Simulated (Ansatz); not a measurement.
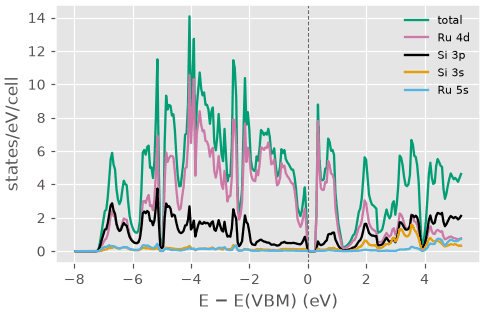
Fig. 1. Total and projected density of states of SiRu in space group P2_13 (No. 198; Si on 4a, Ru on 4a), plane-wave PAW r²SCAN (Ansatz code)

Which orbitals carry the states next to the gap?

Top 1 eV of the valence band: Ru 4d 81 %, Si 3p 12 %. Bottom 1 eV of the conduction band: Ru 4d 81 %, Si 3p 13 %. Projections are on Löwdin-orthogonalised atomic valence shells; empty p or d shells of many metals are not among them.

Where is the tallest occupied peak in this window, and what makes it?

Near -4.1 eV, about 14 states/eV per cell; the largest projected share is Ru 4d.

The cell was relaxed with r²SCAN under the symmetry of its start. No spin polarisation was allowed. Scalar-relativistic: spin–orbit coupling is off unless named, which matters more the heavier the elements.

Potentials: the earlier of the program's two PAW sets.
